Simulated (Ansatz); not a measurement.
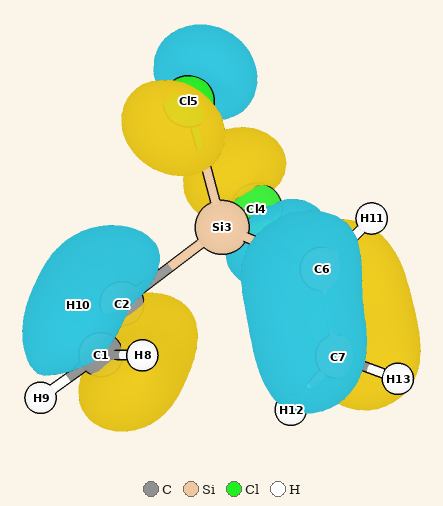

*C4H6Cl2Si (SMILES C=C[Si](Cl)(Cl)C=C). The HOMO at ±0.1 Å⁻³ᐟ² (yellow and cyan are the two phases), seen at a tilt.*

Geometry: PBE0-D4/def2-TZVP.

Method: Ansatz, RKS PBE0-D4/def2-TZVPP.

```
atom    x (Å)    y (Å)    z (Å)
   C   0.7025  -0.0947   1.8694
   C   0.1602   0.9424   1.2375
  Si   0.0452   1.0683  -0.6025
  Cl  -1.5096   2.3353  -1.0480
  Cl   1.7518   1.9308  -1.3552
   C  -0.1957  -0.5441  -1.4703
   C  -0.7430  -1.6141  -0.9008
   H   1.1049  -0.9492   1.3336
   H   0.7743  -0.1318   2.9525
   H  -0.2221   1.7754   1.8237
   H   0.1153  -0.6027  -2.5115
   H  -1.0759  -1.6082   0.1326
   H  -0.8874  -2.5421  -1.4464
```

> What is the character of this orbital?

By Hirshfeld shares it lies mainly on C7 (about 20 %), C6 (about 20 %), C1 (about 15 %), C2 (about 15 %), Cl4 (about 10 %) and Cl5 (about 10 %). Its energy is −8.35 eV.
